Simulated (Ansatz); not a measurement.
**One shape, several levels: triplet CH4ClGa**

Aim: a comparison of 6 runs (UB3LYP/6-31G*, U-wB97X/def2-SVP, UCAM-B3LYP/def2-SVP, UPBE/def2-SVP, UBCCD(T)/def2-SVP) of triplet CH4ClGa. 

The results are computed with Ansatz 0.2.0.

62 further runs of the same task are left out: 62 set aside as unsound or not needed. Runs told in other sessions of the task aren't counted.

## (1) The molecule

CH4ClGa has 7 atoms, charge 0, and is taken as a triplet. SMILES of the parent species: `[CH3][GaH][Cl]`. The coordinates come from a PBE0-D4/def2-TZVP relaxation. That shape belongs to the parent species and isn't relaxed for this state.

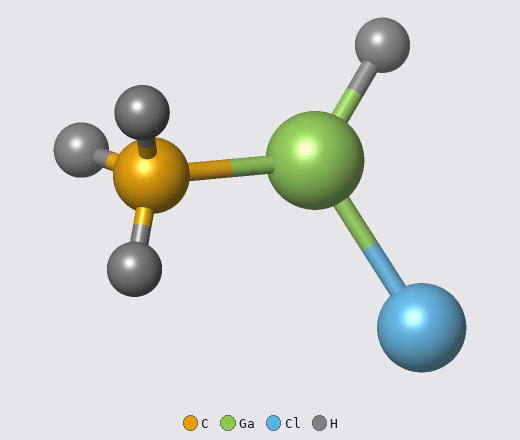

The structure, seen from a chosen angle (carbon amber, gallium green, chlorine blue, hydrogen grey).

## (2) A single-point energy at UB3LYP/6-31G(d) (spherical functions) (run 1)

input.yaml reads:

```yaml
crystal:
  periodic: [false, false, false]
  atoms:
    - {symbol: C, position_ang: [-0.730500, 0.588300, -0.200700]}
    - {symbol: Ga, position_ang: [0.846300, -0.538100, 0.035700]}
    - {symbol: Cl, position_ang: [0.865000, -1.794800, 1.792800]}
    - {symbol: H, position_ang: [-0.435900, 1.637200, -0.283800]}
    - {symbol: H, position_ang: [-1.418300, 0.473600, 0.636300]}
    - {symbol: H, position_ang: [-1.245900, 0.318700, -1.126000]}
    - {symbol: H, position_ang: [2.119300, -0.684800, -0.854300]}
basis:
  gaussian:
    orbitals: 6-31G_st_-spherical.json
magnetization:
  spin_polarized: true
  initial_magnetization: 2
hamiltonian:
  xc: {name: B3LYP}
accuracy: high
output: {orbitals: {seedname: orbitals}}
```

The basis set 6-31G* is read from a file made from the Basis Set Exchange's data (not shown).

On the command line:

```
$ ansatz run input.yaml --threads 1 --pin off --max-ram 3480MiB --events-out events.jsonl --progress --plain --runs-dir runs
```

Log:

```text
Warning: RAYON_NUM_THREADS=1 ignored (pool sized by the plan → 1); use --threads N
Functional definition: B3LYP
  name "B3LYP"
  parameter a0 = 0.2
  parameter ax = 0.72
  parameter ac = 0.81
  exchange = (1 - a0 - ax)*slater_x + ax*b88_x + a0*exact_x
  correlation = (1 - ac)*vwn_rpa_c + ac*lyp_c
1557 factors; integrals over basis functions are off by at most 4.8e-9 eV
mean field evaluation 1: about -65987.4564 eV, gradient 3.3e1 eV
mean field evaluation 2: about -65977.2043 eV, gradient 5.0e1 eV
mean field evaluation 4: about -65992.5610 eV, gradient 8.1e0 eV
mean field evaluation 8: about -65993.0681 eV, gradient 7.6e-1 eV
mean field evaluation 16: about -65993.0726 eV, gradient 1.4e-3 eV
mean field evaluation 32: about -65993.0726 eV, gradient 6.9e-8 eV
mean field -65993.07262727 eV, -2425.2006873408 hartree, gradient 6.9e-8 eV, S^2 2.005083; 2 other end points of the search recorded, 0 dependent functions left out
reference -65993.07266745 eV, -2425.2006888176 hartree; 30, 28 occupied and 42, 44 virtual orbitals, 1557 factors
Total energy: -65993.07266745 eV, -2425.2006888176 hartree
```

It took 7.8 s on 1 thread of Intel Xeon 6975P-C (Granite Rapids), shared host; peak memory 0.37 GiB.

## (3) A single-point energy at UB3LYP/6-31G(d) (Cartesian functions) (run 2)

Edit input.yaml of step 2 so:

```diff
@@ -11,9 +11,5 @@
 basis:
-  gaussian:
-    orbitals: 6-31G_st_-spherical.json
-magnetization:
-  spin_polarized: true
-  initial_magnetization: 2
-hamiltonian:
-  xc: {name: B3LYP}
+  gaussian: {orbitals: "6-31G*"}
+magnetization: {spin_polarized: true, initial_magnetization: 2}
+hamiltonian: {xc: {name: B3LYP}}
 accuracy: high
```

On the command line:

```
$ ansatz run input.yaml --threads 1 --pin off --max-ram 3480MiB --events-out events.jsonl --progress --plain --runs-dir runs
```

Log, shortened:

```text
Warning: RAYON_NUM_THREADS=1 ignored (pool sized by the plan → 1); use --threads N
[... 7 set-up lines as earlier in the session ...]
1589 factors; integrals over basis functions are off by at most 4.7e-9 eV
mean field evaluation 1: about -65987.7188 eV, gradient 3.4e1 eV
mean field evaluation 2: about -65977.4463 eV, gradient 5.1e1 eV
mean field evaluation 4: about -65992.8343 eV, gradient 8.2e0 eV
mean field evaluation 8: about -65993.3086 eV, gradient 7.0e-1 eV
mean field evaluation 16: about -65993.3124 eV, gradient 9.8e-4 eV
mean field evaluation 32: about -65993.3124 eV, gradient 2.8e-8 eV
mean field -65993.31240768 eV, -2425.2094991083 hartree, gradient 2.8e-8 eV, S^2 2.005118; 4 other end points of the search recorded, 0 dependent functions left out
reference -65993.31244780 eV, -2425.2095005828 hartree; 30, 28 occupied and 47, 49 virtual orbitals, 1589 factors
Total energy: -65993.31244780 eV, -2425.2095005828 hartree
```

Run time: 8.4 s. Hardware: 1 thread of Intel Xeon 6975P-C (Granite Rapids), shared host; peak memory 0.39 GiB.

Runs 3 to 5 aren't shown in full; the table further down has their settings and results.

## (4) The energy at UBCCD(T)/def2-SVP (run 6)

in.yaml reads:

```yaml
crystal:
  periodic: [false, false, false]
  atoms:
    - {symbol: C, position_ang: [-0.730500, 0.588300, -0.200700]}
    - {symbol: Ga, position_ang: [0.846300, -0.538100, 0.035700]}
    - {symbol: Cl, position_ang: [0.865000, -1.794800, 1.792800]}
    - {symbol: H, position_ang: [-0.435900, 1.637200, -0.283800]}
    - {symbol: H, position_ang: [-1.418300, 0.473600, 0.636300]}
    - {symbol: H, position_ang: [-1.245900, 0.318700, -1.126000]}
    - {symbol: H, position_ang: [2.119300, -0.684800, -0.854300]}
basis:
  gaussian:
    orbitals: def2-SVP
total_charge: 0
magnetization:
  spin_polarized: true
  initial_magnetization: 2
correlation:
  method: bccd_t
  frozen_orbitals: {C: 1, Cl: 5, Ga: 9, H: 0}
accuracy: high
scf:
  omitted_lower_state_checks: [cluster_reference, increment]
```

On the command line:

```
$ ansatz run in.yaml --threads 1 --pin off --max-ram 3480MiB --events-out events.jsonl --progress --plain --runs-dir runs
```

Log:

```text
Warning: RAYON_NUM_THREADS=1 ignored (pool sized by the plan → 1); use --threads N
[... 15 lines left out ...]
15 core orbitals not correlated: weight in the atoms' cores, before any rotation towards them, 1.000 or more for the frozen orbitals, at most 0.000 for the correlated occupied ones
[... 43 lines left out ...]
Total energy: -65930.85304750 eV, -2422.9141599585 hartree
Checks for a lower state left out: cluster_reference, increment
```

Run time: 53 s. Hardware: 1 thread of Intel Xeon 6975P-C (Granite Rapids), shared host; peak memory 1 GiB.

## (5) Overview of the runs

| run | level | Cartesian functions | frozen core orbitals | energy (Eh) | HOMO energy (eV) | ⟨S²⟩ | wall time |
| --- | --- | --- | --- | --- | --- | --- | --- |
| 1 | UB3LYP/6-31G* (spherical functions) | no | – | -2425.200689 | -2.99 | 2.005 | 7.8 s |
| 2 | UB3LYP/6-31G* (Cartesian functions) | yes | – | -2425.209501 | -2.99 | 2.005 | 8.4 s |
| 3 | U-wB97X/def2-SVP | no | – | -2425.027779 | -4.95 | 2.012 | 30 s |
| 4 | UCAM-B3LYP/def2-SVP | no | – | -2425.105190 | -4.14 | 2.009 | 12 s |
| 5 | UPBE/def2-SVP | no | – | -2424.479285 | -2.37 | 2.002 | 7.5 s |
| 6 | UBCCD(T)/def2-SVP | no | 15 | -2422.914160 | – | 2.012 | 53 s |

## (6) Results

```
                                           quantity           value
                                run 6: total energy  -2422.91416 Eh
run 6: correlation energy (15 core orbitals frozen)      -537.1 mEh
                              run 6: (T) correction      -20.98 mEh
           run 6: ⟨S²⟩ of the reference determinant           2.012
```

In words: Totals of different functionals can't be ranked against each other. All runs together took 2 min, the longest 53 s.
